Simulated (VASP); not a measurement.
Band structure of AlCl3 (sg12). Computed with LDA (Ceperley-Alder, Perdew-Zunger), VASP's LDA PAW potentials (set 64) (plane waves; VASP 6.6.1).

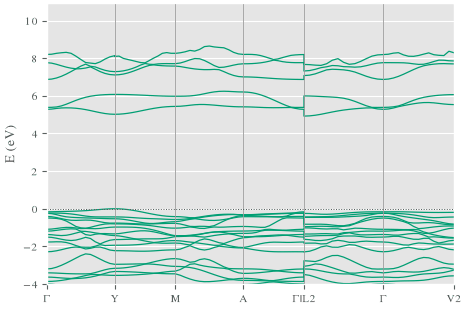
Bands along high-symmetry lines, zero at the valence-band maximum or, without a gap, the Fermi level

**Question.** Read the plot: is there a gap, and where are the band edges?

**Answer.** The gap is indirect, 4.92 eV, from the valence maximum at Y to the conduction minimum at L2. (Edges off the drawn lines would not show.)

The compound is AlCl3 in the sg12 structure. It was relaxed first, which changed the volume by -5 %.
